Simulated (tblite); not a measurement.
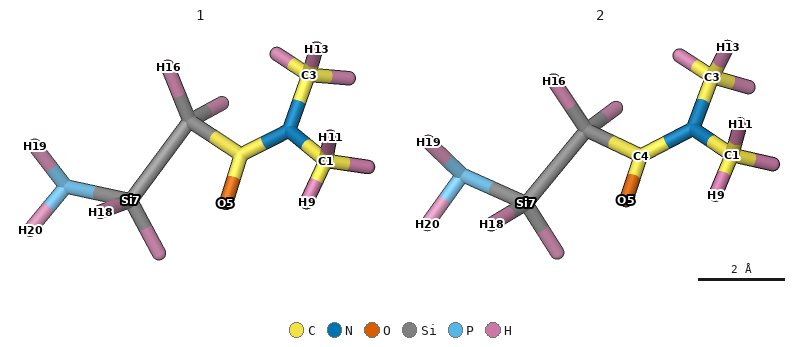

Two geometries of C₃H₁₂NOPSi₂, drawn at one scale. One is the start of a relaxation, the other its converged end. A stick model, seen at a tilt.

Theory: tblite, GFN2-xTB geometry optimisation, gas phase. 

**Which of the two is the end point?**

Structure 1 is the relaxed one. Over 105 geometry steps the energy falls by 26.3 kJ/mol. The atom that moves furthest after the best rigid fit is an H atom (0.53 Å). Largest moves by element: H 0.53 Å, O 0.51 Å, Si 0.37 Å, P 0.30 Å, C 0.30 Å, N 0.14 Å. Among the contacts that change: C–N 1.400 → 1.340 Å, H–P 1.416 → 1.376 Å, H–Si 1.504 → 1.473 Å, Si–Si 2.295 → 2.318 Å. Bond angles that change, for instance: C–Si–Si 110.0° → 93.6°, Si–Si–H 109.7° → 120.1°, N–C–H 113.1° → 107.9°. Cost: 6.9 s on 1 thread of Intel(R) Xeon(R) Processor @ 2.50GHz (shared host).
